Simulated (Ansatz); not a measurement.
Geometry relaxation of Ga2N (charge −1)

- system: Ga2N, charge −1
- method: RKS PBE0-D4/def2-TZVPPD (Ansatz 0.2.0)

Figures and captions count atoms from 1; the log counts them from 0 in places.

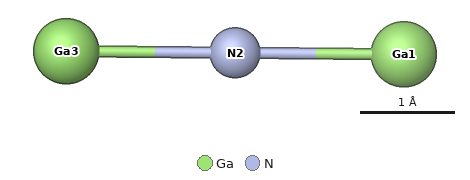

Figure 1. The structure as given in the input (ball-and-stick view, seen on its broad side; atoms are numbered from 1 in the order of the input). Sticks mark near contacts. Bond lengths as drawn: Ga–N 1.81 Å.

### Results in brief

- outcome: converged
- total energy: −106232.4259 eV
- mean-field energy: −106232.3274 eV
- SCF solution under orbital rotations: stable
- largest force (length of the vector) at the end: under 0.001 eV/Å
- hardware: 4 threads of Arm Neoverse N1, 98 GiB of memory available, shared host
- wall time: 14 s (CPU time 53 s)
- peak memory: 0.38 GiB

### Input
```yaml
crystal:
  periodic: [false, false, false]
  atoms:
    - { symbol: Ga, position_ang: [0.0, 0.0, -1.80868419] }
    - { symbol: "N", position_ang: [0.0, 0.0, -4.1e-07] }
    - { symbol: Ga, position_ang: [0.0, 0.0, 1.80868461] }
total_charge: -1
basis:
  gaussian: { orbitals: def2-TZVPPD.json }
hamiltonian:
  xc: pbe0
  dispersion: d4
relax:
  f_tol: 0.002
  max_steps: 150
```

Launch command:
```bash
ansatz run input.yaml --threads 4 --pin off --max-ram 10240MiB --backend cpu --events-out ev --progress --plain --runs-dir out
```

### The program's output
```
The last accepted step is kept in [file] (removed where the run ends without a failure and the disk answers)
Engine: ansatz 0.2.0, aarch64-unknown-linux-gnu
Functional definition: PBE0
  parameter a = 0.25
  parameter kappa = 0.804
  parameter beta = 0.06672455060314922
  exchange = (1 - a)*pbe_x(kappa = kappa, mu = beta*pi^2/3) + a*exact_x
  correlation = pbe_c(beta = beta)
1027 factors; their error is unknown
mean field evaluation 1: about -106230.3705 eV, gradient 3.6e1 eV
mean field evaluation 2: about -106219.4385 eV, gradient 7.8e1 eV
mean field evaluation 4: about -106231.9533 eV, gradient 2.4e0 eV
mean field evaluation 8: about -106232.3134 eV, gradient 1.3e-2 eV
mean field -106232.31340097 eV, -3903.9655106373 hartree, gradient 6.1e-5 eV, S^2 0.000000; 0 other end points of the search recorded, 0 dependent functions left out
the calculation of the forces begins
reference -106232.31342830 eV, -3903.9655116416 hartree; 35, 35 occupied and 110, 110 virtual orbitals, 1027 factors
relax step   1: F+E_penalty+E_count = -106232.41139968 eV  Δ(F+E_penalty+E_count) = +0.000e0 eV  max|allowed force component| = 5.820e-1 eV/Å  Δτ_max = 0.0000 Å  (28 SCF iters, accepted)
these checks for a lower state are left out or cut short: starts, cluster_reference, orbital_swaps, neighbouring_geometries, increment
1027 factors; their error is unknown
mean field evaluation 16: about -106231.9802 eV, gradient 1.7e0 eV
mean field -106232.32477517 eV, -3903.9659286315 hartree, gradient 1.8e-5 eV, S^2 0.000000; 0 other end points of the search recorded, 0 dependent functions left out
the calculation of the forces begins
reference -106232.32480241 eV, -3903.9659296326 hartree; 35, 35 occupied and 110, 110 virtual orbitals, 1027 factors
relax step   2: F+E_penalty+E_count = -106232.42305450 eV  Δ(F+E_penalty+E_count) = -1.165e-2 eV  max|allowed force component| = 2.623e-1 eV/Å  Δτ_max = 0.0137 Å  (31 SCF iters, accepted)
these checks for a lower state are left out or cut short: starts, cluster_reference, orbital_swaps, neighbouring_geometries, increment
1027 factors; their error is unknown
mean field -106232.32735712 eV, -3903.9660235165 hartree, gradient 1.6e-5 eV, S^2 0.000000; 0 other end points of the search recorded, 0 dependent functions left out
the calculation of the forces begins
reference -106232.32738429 eV, -3903.9660245148 hartree; 35, 35 occupied and 110, 110 virtual orbitals, 1027 factors
relax step   3: F+E_penalty+E_count = -106232.42585363 eV  Δ(F+E_penalty+E_count) = -2.799e-3 eV  max|allowed force component| = 1.014e-2 eV/Å  Δτ_max = 0.0110 Å  (31 SCF iters, accepted)
these checks for a lower state are left out or cut short: starts, cluster_reference, orbital_swaps, neighbouring_geometries, increment
1027 factors; their error is unknown
mean field evaluation 32: about -106231.9845 eV, gradient 1.8e-1 eV
mean field -106232.32736897 eV, -3903.9660239521 hartree, gradient 1.2e-5 eV, S^2 0.000000; 0 other end points of the search recorded, 0 dependent functions left out
the calculation of the forces begins
reference -106232.32739614 eV, -3903.9660249504 hartree; 35, 35 occupied and 110, 110 virtual orbitals, 1027 factors
relax step   4: F+E_penalty+E_count = -106232.42585767 eV  Δ(F+E_penalty+E_count) = -4.037e-6 eV  max|allowed force component| = 7.339e-5 eV/Å  Δτ_max = 0.0004 Å  (31 SCF iters, accepted)
```

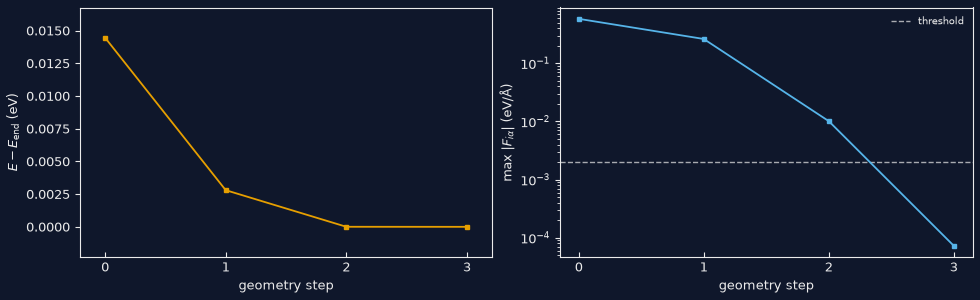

Figure 2. Progress of the relaxation, step by step (the first geometry is step 0 here and step 1 in the log).

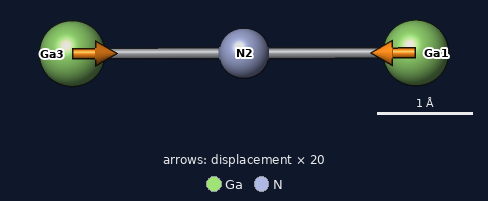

Figure 3. The starting structure with the displacements as orange arrows, magnified 20 times (ball-and-stick view, seen at an oblique angle). The two geometries are laid on each other by the best rigid fit. The largest moves after the best rigid fit, 0.024 Å, are those of Ga1 and Ga3. N stays in place. Among the contacts that change: Ga1–N2 1.809 → 1.784 Å. Over 3 geometry steps the energy falls by 0.014 eV. Largest force component: 0.58 eV/Å at the start, under 0.0001 eV/Å at the end. (Atoms are counted from 1 in the order of the input.)

```
1027 factors; their error is unknown
mean field -106232.32736897 eV, -3903.9660239521 hartree, gradient 1.2e-5 eV, S^2 0.000000; 1 other end points of the search recorded, 0 dependent functions left out
the calculation of the forces begins
reference -106232.32739614 eV, -3903.9660249504 hartree; 35, 35 occupied and 110, 110 virtual orbitals, 1027 factors
Total energy: -106232.42588484 eV, -3903.9696443433 hartree
Atom 0 at     0.000000    -0.000000    -1.784351 Å, force    -0.000000     0.000000     0.000073 eV/Å
Atom 1 at    -0.000000     0.000000    -0.000000 Å, force     0.000000    -0.000000     0.000000 eV/Å
Atom 2 at     0.000000    -0.000000     1.784352 Å, force    -0.000000     0.000000    -0.000073 eV/Å
Dipole moment:    -0.000000     0.000000     0.000000 e Å
```

### Trajectory as extended XYZ (Å, eV, eV/Å), 4 frames, from step=1 to step=4
```
3
Properties=species:S:1:pos:R:3:forces:R:3 step=1 energy=-106232.41140
Ga    0.0000    0.0000   -1.8087    0.0000   0.0000   0.5820
N     0.0000    0.0000    0.0000    0.0000   0.0000   0.0000
Ga    0.0000    0.0000    1.8087    0.0000   0.0000  -0.5820
3
Properties=species:S:1:pos:R:3:forces:R:3 step=2 energy=-106232.42305
Ga    0.0000    0.0000   -1.7949    0.0000   0.0000   0.2623
N     0.0000    0.0000    0.0000    0.0000   0.0000   0.0000
Ga    0.0000    0.0000    1.7949    0.0000   0.0000  -0.2623
3
Properties=species:S:1:pos:R:3:forces:R:3 step=3 energy=-106232.42585
Ga    0.0000    0.0000   -1.7839    0.0000   0.0000  -0.0101
N     0.0000    0.0000    0.0000    0.0000   0.0000   0.0000
Ga    0.0000    0.0000    1.7840    0.0000   0.0000   0.0101
3
Properties=species:S:1:pos:R:3:forces:R:3 step=4 energy=-106232.42586
Ga    0.0000    0.0000   -1.7844    0.0000   0.0000   0.0001
N     0.0000    0.0000    0.0000    0.0000   0.0000   0.0000
Ga    0.0000    0.0000    1.7844    0.0000   0.0000  -0.0001
```
